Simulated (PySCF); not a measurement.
## Electronic structure of C₅H₁₀OSSi in real space

```yaml
atoms:
  - { symbol: C, position_ang: [-2.1857, -0.2334, 0.7462] }
  - { symbol: C, position_ang: [-2.0032, 1.1389, 0.1762] }
  - { symbol: C, position_ang: [-0.8049, 0.3208, 0.5471] }
  - { symbol: C, position_ang: [0.0756, -0.2486, -0.5306] }
  - { symbol: C, position_ang: [0.9545, -1.3840, -0.0065] }
  - { symbol: O, position_ang: [2.0218, -0.8773, 0.7436] }
  - { symbol: Si, position_ang: [2.6829, 0.5351, 0.2809] }
  - { symbol: S, position_ang: [1.2044, 1.0482, -1.1830] }
  - { symbol: H, position_ang: [-2.5583, -0.3279, 1.7548] }
  - { symbol: H, position_ang: [-2.5180, -1.0198, 0.0850] }
  - { symbol: H, position_ang: [-2.2019, 1.2861, -0.8742] }
  - { symbol: H, position_ang: [-2.2510, 1.9918, 0.7885] }
  - { symbol: H, position_ang: [-0.2543, 0.6175, 1.4325] }
  - { symbol: H, position_ang: [-0.5231, -0.5888, -1.3766] }
  - { symbol: H, position_ang: [0.3704, -2.0416, 0.6449] }
  - { symbol: H, position_ang: [1.3495, -1.9707, -0.8437] }
  - { symbol: H, position_ang: [3.9532, 0.3520, -0.3971] }
  - { symbol: H, position_ang: [2.6794, 1.4079, 1.4405] }
```

Geometry: GFN2-xTB.

All numbers below come from PBE0/pcSseg-1, SCF density, gas phase, non-relativistic in PySCF.

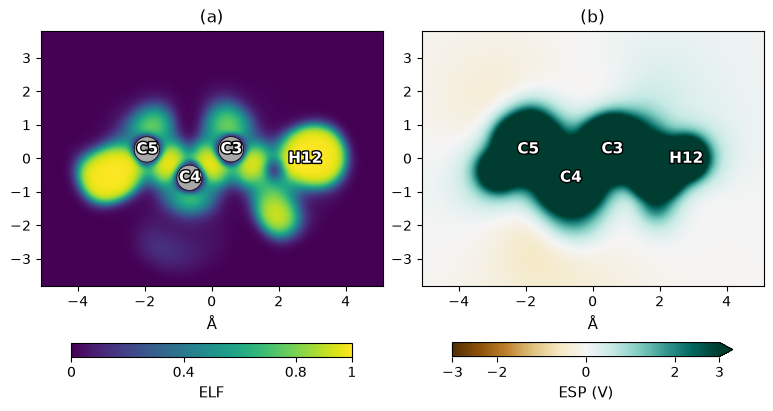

Figure 1. (a) electron localisation function; (b) molecular electrostatic potential on the plane of atoms C3, C4 and C5. Grey discs cover the atomic cores in the ELF map.

> Describe what can be read from this map.

The section cuts through C and H sites.
C–C (1.50 Å): the ELF peaks at about 0.95 between the atoms: localised, covalent bonding.
Outside the dense part of the molecule the potential is most negative (−0.5 V) near S8, which lies off the plane.

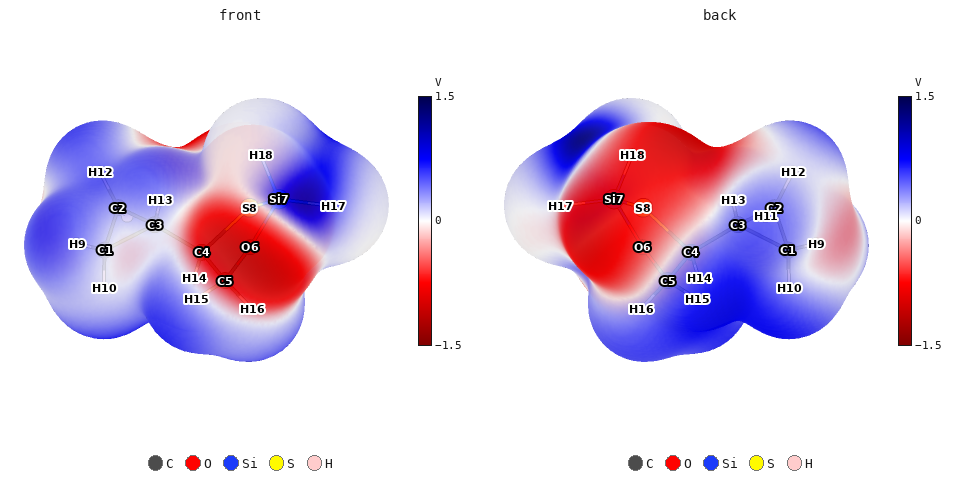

Figure 2. The electrostatic potential painted on the density surface at 0.001 e/bohr³, seen from the front and from behind; the colour scale runs from red (negative) to blue (positive).

> Where is the surface potential most negative and most positive?

The most negative region (about −1.1 V) lies over O6, the most positive (about +1.1 V) over Si7. O6 is the likeliest acceptor of a hydrogen bond.
